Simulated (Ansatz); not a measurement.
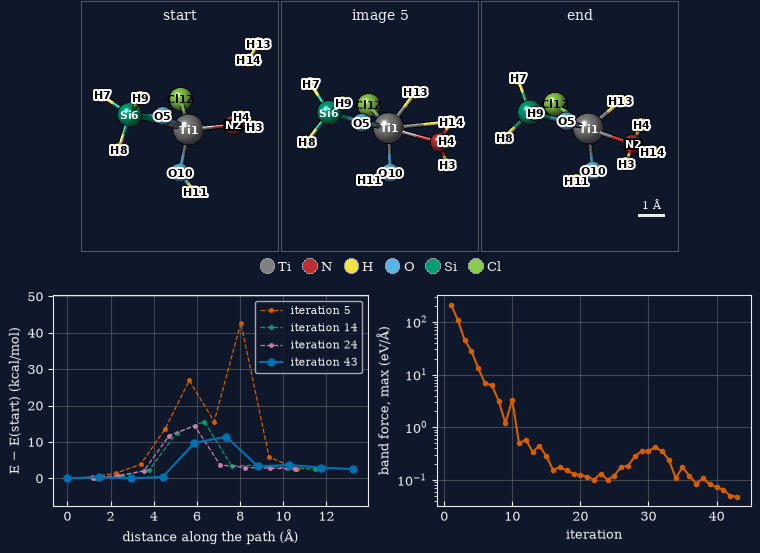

A nudged-elastic-band calculation for TiSiNH₈O₂Cl, made up at the start of TiSiNH₆O₂Cl and H2. Images are numbered from 0 (start) to 9 (end). The plot follows the band through its iterations. Style: ball-and-stick. Shown at a tilt.

Level of theory: RKS PBE/def2-SVP in Ansatz 0.2.0. Run with 8 movable images; no climbing image; force threshold 0.05 eV/Å; iteration limit 60; starting path through a guess of the saddle point.

Judge this run.

Answer. The run is converged, with reservations. The band converged in 43 iterations. The largest component of the band force went from 210 to 0.048 eV/Å. No image climbed, so the highest image needn't lie on the saddle point, and the true maximum along this path can be higher. The first iteration put the highest image at 1400.2 kcal/mol. Forward barrier 11.4 kcal/mol, backward barrier 8.9 kcal/mol, with image 5 at the top; the reaction energy is +2.5 kcal/mol. The profile has 3 maxima (images 1, 5, 7) with a dip at image 6 (+3.3 kcal/mol), so the process runs in steps.

Limits of the set-up: the start holds two separate molecules, 2.7 Å apart at their closest, whose relative position is a soft coordinate and is computed without a dispersion correction.

Cost: 6.8 min on 4 threads of Intel(R) Xeon(R) 6975P-C (Granite Rapids) (shared host), peak memory 0.26 GiB.
